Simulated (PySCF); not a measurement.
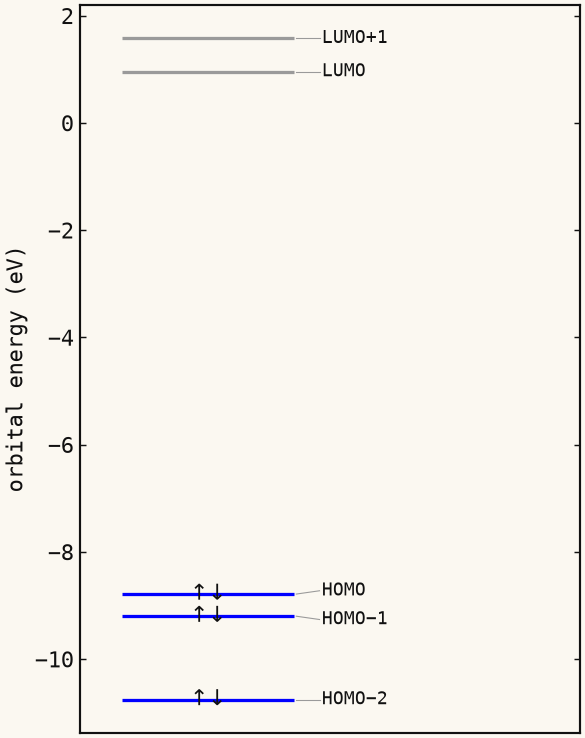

Kohn-Sham orbital energies near the frontier, CAM-B3LYP/def2-SVPD, PySCF, at a PBE0-D3(BJ)/def2-SVP geometry (no frequency check), isolated molecule; empty levels in grey, levels within 0.03 eV side by side.

**Which molecule has this level scheme?**
A. C₄H₁₃NOSi, SMILES CC(C)(C)[Si@@H](N)O
B. C₄H₈F₂O₂Si, SMILES O=C(O[SiH3])C(CF)CF
C. C₈H₆ClP, SMILES C#CPc1ccc(Cl)cc1

A. HOMO −8.79 eV, LUMO 0.96 eV, separation 9.75 eV.

Caveats: empty levels above zero depend strongly on the basis.
